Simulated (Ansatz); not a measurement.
# Phonon-limited resistivity of Ir(111) film of 3 layers, part 2 of 3

How good a conductor is Ir(111) film of 3 layers when only phonons scatter, and how much computing does the answer need?

Ansatz 0.2.0; DFT LDA, scalar-relativistic, plane waves, PAW.

So far. Step 4 (Relaxing cell and atoms): Little changed from the start: no atom moved by 0.005 Å and no cell edge by 0.1 %.

### Step 5. Relaxing tightly for phonons

Residual forces and stress shift phonon frequencies, so the cell is relaxed again, with tight thresholds and the mesh and smearing of this input.

File input.yaml:

```yaml
crystal:
  lattice:
    - [2.6506648636, 2.8181e-06, 0.0]
    - [-1.3253348723, 2.2955416997, 0.0]
    - [0.0, 0.0, 32.6681001532]
  atoms:
    - { symbol: Ir, position: [0.0, 0.0, 0.1699612461] }
    - { symbol: Ir, position: [0.3333333333, 0.6666666667, 0.2362250931] }
    - { symbol: Ir, position: [0.6666666667, 0.3333333333, 0.3024889401] }
  periodic: [true, true, false]
kpoints:
  mp_grid: { grid: [12, 12, 1] }
hamiltonian:
  xc: lda
scf:
  occupations: { method: methfessel_paxton, width: 0.2 }
output:
  forces: true
  stress: true
  eigenvalues: true
  write_density: true
  write_potential: true
  elf: true
  volumetric_format: npy
relax:
  adjacent_minimum: "off"
  f_tol: 0.001
  max_steps: 60
  cell: { stress_2d_tol: 0.002 }
```

On the command line:

```
$ ansatz run input.yaml --threads 4 --pin off --max-ram 16384MiB --backend cpu --events-out ev --progress --plain --runs-dir out
```

Numbers of over 12 decimals in the logs are rounded to 6 here.

What it wrote:

```text
[the first part of the log is left out]
  E_paw        = -26860.426895  (= ΣΔE_a)
  E_vpaw       = -715.551093  (= ΣTr[D̂ρ^β])
  E_aug_tail   = 0.000154  (compensation charges beyond the density's cutoff)
  E_ewald      = 110790.212284
  E_core_change = 1.234806  (= ΣΔE_core)
  E_smearing   = 0.002188  (= −TS)
  E_closure    = -0.000000  (closes the sum)
  Σ components = -34987.987418   (vs F -34987.987418, Δ=0.00e0)
--- Forces (eV/Å), atoms counted from 1 ---
  atom   1  Ir     0.00000000    -0.00000000     0.00006831
  atom   2  Ir    -0.00000000     0.00000000     0.00000000
  atom   3  Ir    -0.00000000     0.00000000    -0.00006831
  max |Σ_I F_I| component: 4.63e-18 eV/Å
--- 2D stress c σ (N/m, compression-positive) ---
        0.001969       0.000000       0.000000
        0.000000       0.001969      -0.000000
        0.000000      -0.000000       0.000000
  P = ½ c Tr σ = 0.0020 N/m
--- Band table (eV; the first three rows and the last of 19) ---
[...]
--- Relaxed structure (3 steps of the walk, 2 accepted, 1 SCFs on fresh bases) ---
[...]
cell:  # Å, volume = 198.7725 Å³
    - [2.650641, 2.8180479017850305e-6, 0]
    - [-1.325323, 2.295521, 0]
    - [0, 0, 32.6681001532]
  atoms:
    - { symbol: Ir, position: [0, 0, 0.169987] }
    - { symbol: Ir, position: [0.333333, 0.666667, 0.2362250931] }
    - { symbol: Ir, position: [0.666667, 0.333333, 0.302463] }
```

Run time: 11 s. Hardware: 4 threads of Arm Neoverse V1, shared host; peak memory 0.52 GiB.

Little changed from the start: no atom moved by 0.005 Å and no cell edge by 0.1 %.

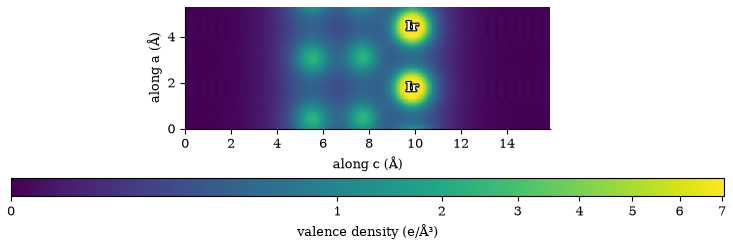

Valence density in the ca plane at fractional y = 0.333, with atoms of Ir within 0.2 Å of it. It is the smooth field of the valence electrons, not physical close to the nuclei. The colour scale is stretched toward low values. The far vacuum is left out of the map.

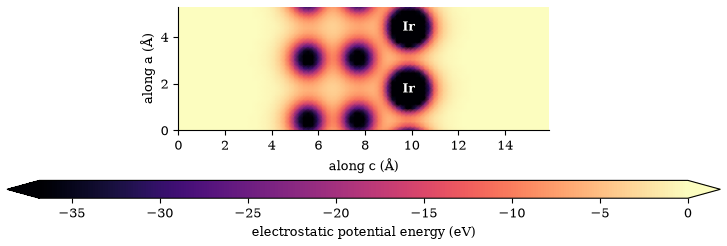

Electrostatic potential energy in the ca plane at fractional y = 0.333, with atoms of Ir within 0.2 Å of it. With pseudopotentials it is smooth inside the atoms' cores, unlike the true potential. The far vacuum is left out of the map.

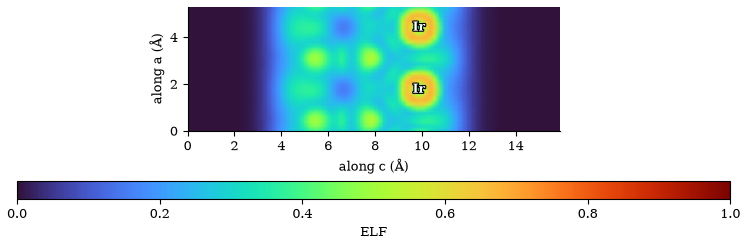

ELF in the ca plane at fractional y = 0.333, with atoms of Ir within 0.2 Å of it. It is the smooth field of the valence electrons, not physical close to the nuclei. The far vacuum is left out of the map.

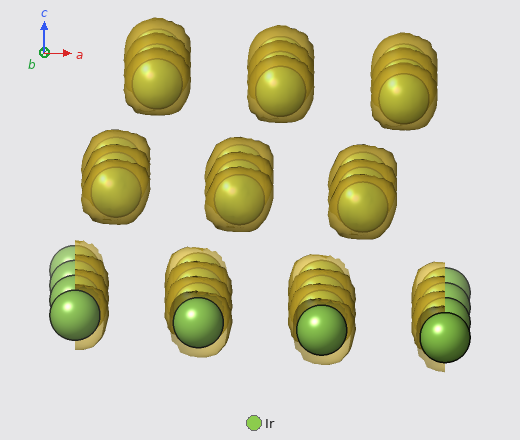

Surface of ELF = 0.62. 3×3×1 cells are drawn.

### Step 6. Lattice stability: q 2×2×1, k 8×8×1

Couplings are defined for a stable lattice alone, so phonons come first.

File input.yaml:

```yaml
crystal:
  lattice:
    - [2.650640944, 2.818e-06, 0.0]
    - [-1.3253229125, 2.2955209848, 0.0]
    - [0.0, 0.0, 32.6681001532]
  atoms:
    - { symbol: Ir, position: [0.0, 0.0, 0.1699867442] }
    - { symbol: Ir, position: [0.3333333333, 0.6666666667, 0.2362250931] }
    - { symbol: Ir, position: [0.6666666667, 0.3333333333, 0.302463442] }
  periodic: [true, true, false]
kpoints:
  mp_grid: { grid: [8, 8, 1] }
hamiltonian:
  xc: lda
scf:
  occupations: { method: methfessel_paxton, width: 0.2 }
output:
  eigenvalues: true
phonons:
  method: dfpt
  qmesh: [2, 2, 1]
  temperatures: { t_max: 1000, t_step: 50 }
  qpath:
    path:
      - [0.0, 0.0, 0.0]
      - [0.5, 0.0, 0.0]
      - [0.33333333, 0.33333333, 0.0]
      - [0.0, 0.0, 0.0]
    npoints: 10
```

What it wrote:

```text
Warning: crystal.symmetry: narrowed to the stabiliser of the run's FFT grids — unitary ops 12 → 6. A phonons.method: dfpt run fills in the rows of the dynamical matrix that it does not solve by its symmetry operations, which is exact only for operations that map its FFT grids onto themselves: filled in by any other, the frequencies could depend on the order in which like atoms are typed, or, by more than the grids' own error, on where the crystal sits among the grids' points. Excluded: 6 operations. The run can therefore solve more perturbations, solve them on more k-points, or both, and cost more. [rest of the remark cut]
[...]
Crystal: 3 atoms, lattice volume = 198.773 Å³
Basis set: ecut = 420 eV, 3967 PW (Γ), exchange–correlation on 36×36×450 points (8 copies of the dense FFT grid, shifted against one another)
Bands: 31, of which v1, the nominal top of the filled ones, is band 26 counted from 1 (25 counted from 0)
Symmetry: 12 space group operations
k-points: 10 of 64 (irreducible under 6 space group operations, time reversal used)
[...]
SCF iter   1: F=—  HF=-34988.006505 eV  |F-HF|=—  |Δ(HF+E_count)|=         —  Δρ=4.29e-3  dr2=6.90e-2  ethr=1.77e-3  ⟨swp⟩=14.5  Hψ=5363  notcnv=0  defer=10
automatic band count: the SCF goes on with 36 bands, as 31 were too few: they end inside the smearing window of the response
[...]
SCF iter   2: F=—  HF=-34988.007538 eV  |F-HF|=—  |Δ(HF+E_count)|=   1.03e-3  S|Δr|=    0.00e0  Δρ=1.93e-3  dr2=9.36e-3  ethr=1.35e-4  ⟨swp⟩=3.6  Hψ=840  notcnv=0  defer=19
[...]
SCF iter  11: F=-34988.005289 eV  HF=-34988.005289 eV  |F-HF|=2.18e-11  |Δ(HF+E_count)|=  3.13e-10  S|Δr|=    0.00e0  Δρ=2.58e-8  dr2=1.90e-12  ethr=1.00e-12  ⟨swp⟩=28.4  Hψ=3618  notcnv=0
SCF 1 converged in 11 iterations: F = -34988.005289 eV  dr2 = 1.90e-12
[...]
phonons: the bands overlap, so this run is a metal and interpolates without the dipole-dipole term. If the crystal is really an insulator or semiconductor, its LO-TO splitting is missing
NSCF: frozen V_eff on 10 k-points
[...]
DFPT response loops at q = (0, 0, 0) (fractional): preconditioner auto → none (partly filled bands, converged f_vac=0.740); β = 0.50; Broyden in place of MSR1
[...]
SCF converged after 11 iterations
Stability not checked: this state was not tested for a lower state beside it, because cold or Methfessel-Paxton smearing, or corrected tetrahedra, fill the levels in a way that the test cannot read (fill_not_monotonic; see scf.lower_state_search)
Free energy (F): -34988.005289 eV
[...]
Internal energy: -34987.999103 eV  (E = F + TS)
E sigma→0 (E₀):  -34988.003742 eV
Entropy (-TS):   -0.006186 eV (-2.062 meV/atom)
Fermi energy:    -5.656336 eV
[...]
--- Band table (eV; the first three rows and the last of 10) ---
  k-point 0: bands = [... 22 lower, -8.9480, -7.0944, -6.8408, -6.8408, -5.9857, -5.9857, -5.6368, -4.8913, ... 6 higher]
  k-point 1: bands = [... 22 lower, -8.4005, -8.0058, -7.2956, -7.0682, -6.7268, -5.9778, -4.8781, -4.8606, ... 6 higher]
  k-point 2: bands = [... 22 lower, -7.8458, -7.6645, -6.9100, -6.6704, -6.2662, -5.9945, -4.8089, -3.4613, ... 6 higher]
  k-point 9: bands = [... 22 lower, -7.6194, -6.7579, -5.6422, -5.5298, -4.9347, 0.0763, 0.1288, 1.3346, ... 6 higher]
  ° read free of the cell's end (the report's vacuum.weakly_bound_levels)
--- Phonons (Γ-DFPT): 6 representative perturbations + reference (Σ response iterations 36) ---
  ASR residual: 4.447e-4 → 0.000e0 eV/Å²; symmetrization residual: 8.676e-5 eV/Å²
  The last average, over the group as it would stand without the narrowing to the FFT grids, took up to 2.213e-5 eV/Å² of the zone centre's force constants
  ASR residual per site (eV/Å²): 4.32e-4 4.45e-4 3.88e-4
  Γ frequencies (cm⁻¹): 0.00 0.00 0.00 67.41 67.41 120.72 120.72 140.90 217.44
--- Phonons (arbitrary-q DFPT): 2 irreducible q on the 2×2×1 mesh ---
  q = [0.0000, 0.0000, 0.0000] (star 1, of the zone-centre solve; hermiticity 5.22e-6, symmetrization 1.95e-6, taken by the last average 9.93e-7): -0.00 -0.00 0.00 67.41 67.41 120.72 120.72 140.90 217.44
  q = [0.0000, -0.5000, 0.0000] (star 3, 9 solved perturbations in 267 linear systems a pass and spin channel, the states on 34 of 64 k-point pairs; hermiticity 2.91e-6, symmetrization 7.06e-7, taken by the last average 7.33e-7): 102.81 121.58 125.85 133.55 142.26 144.39 180.13 188.93 221.75
  sum rule: each row above includes the acoustic sum rule's correction from the zone centre's row sums; it moved no ω² by more than (0.79 cm⁻¹)²
  mesh force constants: q→R imaginary residual 9.93e-18; ASR residual 4.447e-4 → 0.000e0 eV/Å²; symmetrization residual 1.421e-14 eV/Å²
  interpolated dispersion: 31 rows × 9 modes
  density of states and harmonic sums: on the 28×28×1 q-mesh, interpolated from the force constants of a 2×2×1 supercell (no non-analytic term)
  largest difference from the sums on the solved wave vectors: F 1.50e-1 eV, S 2.14e-4 and C_V 6.43e-5 eV/K
  zero-point energy: 0.077739 eV/cell   skipped modes (ω ≤ 0): 3   left out of the sums: 4.25e-4 of the cell's modes: C_V's classical limit lies that fraction below 3 k_B per atom; for a crystal, a wire or a layer, F and S can be off by more, and a phonons.interpolated_qmesh denser along its periods is the remedy for the sampling
```

The job ended after 1.7 min (4 threads; peak memory 0.9 GiB; 6.6 min of CPU time).

The column dr2 measures how far the density is from self-consistency, as an energy; F and HF (Harris–Foulkes) agree once it is small.

Numbers from this step:

* zero point energy: 0.07774 eV/cell
* share of imaginary modes in the plain interpolation between solved wavevectors: 0
* highest frequency, solved or plainly interpolated: 221.8 cm⁻¹

Solved on the 2×2×1 mesh alone; all other wavevectors are interpolated. Phonon branches along the path, in cm⁻¹:

```
point  branch 1  branch 2  branch 3  branch 4  branch 5  branch 6  branch 7  branch 8  branch 9
    Γ         0         0         0        67        67       121       121       141       217
    M       103       122       126       134       142       144       180       189       222
    K       105       130       130       163       163       164       174       196       196
    Γ         0         0         0        67        67       121       121       141       217
```

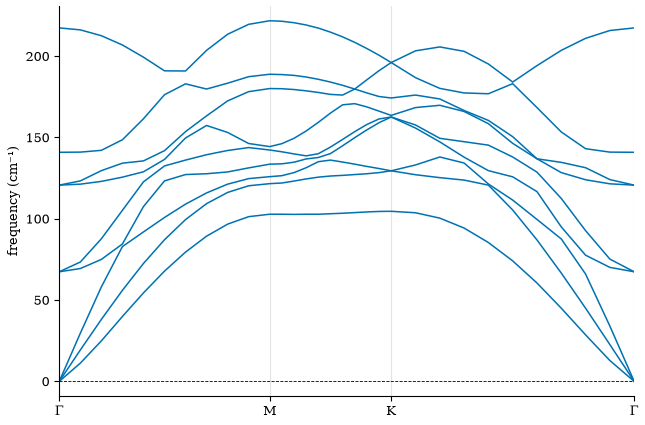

Phonon branches along the path.

Among the solved wavevectors the lowest mode, translations apart, is 67.4 cm⁻¹, so these are real on this k mesh.

### Step 7. Coupling and resistivity: q 2×2×1, k 8×8×1, scattering 12×12×1

The cheapest meshes give a first estimate and the cost of a run.

input.yaml: that of step 6 with these lines changed.

```diff
@@ -29 +29,5 @@
     npoints: 10
+  electrical_resistivity:
+    mesh: [12, 12, 1]
+    temperatures: [20.0, 50.0, 77.0, 100.0, 150.0, 200.0, 300.0, 400.0, 600.0, 800.0]
+  electron_occupations: "off"
```

What it wrote:

```text
[...]
Crystal: 3 atoms, lattice volume = 198.773 Å³
Basis set: ecut = 420 eV, 3967 PW (Γ), exchange–correlation on 36×36×450 points (8 copies of the dense FFT grid, shifted against one another)
Bands: 31, of which v1, the nominal top of the filled ones, is band 26 counted from 1 (25 counted from 0)
Symmetry: 12 space group operations
k-points: 10 of 64 (irreducible under 6 space group operations, time reversal used)
[...]
SCF iter   1: F=—  HF=-34988.006505 eV  |F-HF|=—  |Δ(HF+E_count)|=         —  Δρ=4.29e-3  dr2=6.90e-2  ethr=1.77e-3  ⟨swp⟩=14.5  Hψ=5363  notcnv=0  defer=10
[...]
SCF iter  11: F=-34988.005289 eV  HF=-34988.005289 eV  |F-HF|=2.18e-11  |Δ(HF+E_count)|=  3.13e-10  S|Δr|=    0.00e0  Δρ=2.58e-8  dr2=1.90e-12  ethr=1.00e-12  ⟨swp⟩=28.4  Hψ=3618  notcnv=0
SCF 1 converged in 11 iterations: F = -34988.005289 eV  dr2 = 1.90e-12
[...]
Bands: 36, of which v1, the nominal top of the filled ones, is band 26 counted from 1 (25 counted from 0)
k-points: 10 of 64
SCF iter   1: F=—  HF=-34988.006505 eV  |F-HF|=—  |Δ(HF+E_count)|=         —  Δρ=4.29e-3  dr2=6.90e-2  ethr=1.77e-3  ⟨swp⟩=14.5  Hψ=3042  notcnv=0  defer=10
[...]
SCF iter  11: F=-34988.005289 eV  HF=-34988.005289 eV  |F-HF|=1.16e-10  |Δ(HF+E_count)|=  3.13e-10  S|Δr|=    0.00e0  Δρ=2.54e-8  dr2=1.77e-12  ethr=1.00e-12  ⟨swp⟩=4.0  Hψ=946  notcnv=0
SCF 2 converged in 11 iterations: F = -34988.005289 eV  dr2 = 1.77e-12
[...]
SCF converged after 11 iterations
[...]
Free energy (F): -34988.005289 eV
[...]
Internal energy: -34987.999103 eV  (E = F + TS)
E sigma→0 (E₀):  -34988.003742 eV
Entropy (-TS):   -0.006186 eV (-2.062 meV/atom)
Fermi energy:    -5.656336 eV
[...]
--- Band table (eV; the first three rows and the last of 10) ---
  k-point 0: bands = [... 22 lower, -8.9480, -7.0944, -6.8408, -6.8408, -5.9857, -5.9857, -5.6368, -4.8913, ... 6 higher]
  k-point 1: bands = [... 22 lower, -8.4005, -8.0058, -7.2956, -7.0682, -6.7268, -5.9778, -4.8781, -4.8606, ... 6 higher]
  k-point 2: bands = [... 22 lower, -7.8458, -7.6645, -6.9100, -6.6704, -6.2662, -5.9945, -4.8089, -3.4613, ... 6 higher]
  k-point 9: bands = [... 22 lower, -7.6194, -6.7579, -5.6422, -5.5298, -4.9347, 0.0763, 0.1288, 1.3346, ... 6 higher]
  ° read free of the cell's end (the report's vacuum.weakly_bound_levels)
[...]
ASR residual: 5.138e-5 → 0.000e0 eV/Å²; symmetrization residual: 1.567e-6 eV/Å²
[...]
ASR residual per site (eV/Å²): 5.14e-5 2.72e-5 5.12e-5
  Γ frequencies (cm⁻¹): 0.00 0.00 0.00 67.41 67.41 120.73 120.73 140.90 217.43
--- Phonons (arbitrary-q DFPT): 2 irreducible q on the 2×2×1 mesh ---
[...]
interpolated dispersion: 31 rows × 9 modes
[...]
--- Electrical resistivity: potentials and phonons of a 2×2×1 supercell ---
  scattering by harmonic phonons alone, with no dipole-dipole term; scattering by other electrons, impurities, surfaces and spin disorder is left out, and so is spin–orbit coupling
  the resistivity is that of a variational response, whose dependence on the energy is improved iteratively
  tensors lie in the sheet's plane, the Hall coefficient along its normal; that, the resistivity and the plasma energy are of the whole cell, vacuum included; the cell is 32.668 Å high
  at the Fermi level of each mesh (of a tensor half of its trace):
           mesh   spin    states/(eV spin)  plasma energy (eV)         λ      λ_tr    ħω_log (meV)
        12×12×1                     1.6014              4.7026    0.4247    0.5397          16.192
          6×6×1                     1.7408              4.8799    0.5194    0.7092          16.574
          3×3×1                     2.2129              5.0153    0.7015    1.0834          16.483
  resistivity on the deck's mesh, µΩ·cm:
     T (K)       trace/2  mesh converged            xx            yy            zz    lowest order   relaxation time
     20.00     2.1208e-2              no     2.1208e-2     2.1208e-2      0.0000e0       3.9488e-2         2.9997e-2
     50.00      1.1221e0              no      1.1221e0      1.1221e0      0.0000e0        1.5645e0          1.1625e0
     77.00      3.6845e0              no      3.6845e0      3.6845e0      0.0000e0        4.3756e0          3.6223e0
    100.00      6.2679e0              no      6.2679e0      6.2679e0      0.0000e0        7.0155e0          6.0463e0
    150.00      1.1836e1              no      1.1836e1      1.1836e1      0.0000e0        1.2723e1          1.1271e1
    200.00      1.7174e1              no      1.7174e1      1.7174e1      0.0000e0        1.8291e1          1.6305e1
    300.00      2.7588e1              no      2.7588e1      2.7588e1      0.0000e0        2.9241e1          2.6159e1
    400.00      3.7911e1              no      3.7911e1      3.7911e1      0.0000e0        4.0119e1          3.5942e1
    600.00      5.8527e1              no      5.8527e1      5.8527e1      0.0000e0        6.1927e1          5.5499e1
    800.00      7.9391e1              no      7.9391e1      7.9391e1      0.0000e0        8.4089e1          7.5324e1
  sheet resistance at 20 K: 0.06492 Ω
  mean free path at 20 K (of a tensor half of its trace): 8523 nm by what each carries, 7088 by the Fermi surface alone
  Hall coefficient in a weak field at 20 K (along the normal): 2.263e-10 m³/C (how far it moves between the two finest meshes is not known); by each state's relaxation time: 3.927e-10 m³/C; by a constant relaxation time: 2.864e-10 m³/C
  sheet resistance at 50 K: 3.435 Ω
[...]
sheet resistance at 77 K: 11.28 Ω
[...]
sheet resistance at 100 K: 19.19 Ω
[...]
sheet resistance at 150 K: 36.23 Ω
[...]
sheet resistance at 200 K: 52.57 Ω
[...]
sheet resistance at 300 K: 84.45 Ω
[...]
sheet resistance at 400 K: 116.0 Ω
[...]
sheet resistance at 600 K: 179.2 Ω
[...]
sheet resistance at 800 K: 243.0 Ω
[...]
the resistivity times a path that all electrons share, by the Fermi surface of the deck's mesh alone (half of the trace): 1.503e-15 Ω·m²
  not converged in the mesh (λ; λ_tr; the resistivity at 20 K by 10.01 %; the resistivity at 50 K by 7.37 %; the resistivity at 77 K by 12.59 %; the resistivity at 100 K by 15.20 %; the resistivity at 150 K by 18.27 %; the resistivity at 200 K by 19.61 %; the resistivity at 300 K by 20.46 %; the resistivity at 400 K by 20.76 %; the resistivity at 600 K by 21.00 %; the resistivity at 800 K by 21.15 %): between neighbo [...]
  vibrations of 4 cells: unjudged by the run; compare a larger repeat
  the changes of the potential over all sites missed a rigid shift's by 0.45 % (the site terms' by 0.01 %)
  between the force constants' wavevectors the phonons are obtained by Fourier interpolation alone: phonons.electron_occupations is off
```

Run time: 2.3 min. Hardware: 4 threads; peak memory 1.6 GiB.

This step gave:

```
cell height                          : 32.67 Å
sheet resistance 300K                : 84.45 Ω/square, mean in the plane
resistivity at 300 K                 : 27.59 μΩ cm, mean of the axes, of the whole cell with its vacuum
coupling constant λ                  : 0.4247
density of states at the Fermi level : 1.601 states/eV a spin and cell
log mean phonon energy ħω_log        : 16.19 meV
transport coupling constant λ_tr     : 0.5397, 0.5397, 0 (xx, yy, zz)
Drude plasma energy                  : 4.703, 4.703, 0 eV (xx, yy, zz), of the whole cell with its vacuum
second-moment phonon energy ħω₂      : 17.49 meV, from the broadened α²F curve
```

By its own test the run is not converged in the mesh. λ = 0.425 and 84.5 Ω per square at 300 K. The run's own test puts 20 % between its two finest meshes on the component of the resistivity at 300 K that moves most, so it is not converged. By the run's own test λ moves by 22 % between its two finest scattering meshes.

(Part 2 of 3 ends here.)

[Logs are printed without paths, hosts, clocks, repeated set-up lines and the standing remarks that a program may print on its own settings, such as how far it seeks lower states.]

[Hosts, paths, dates, database ids (printed as entryN), source tags and the programs' standing remarks are cut or masked in the printed files.]
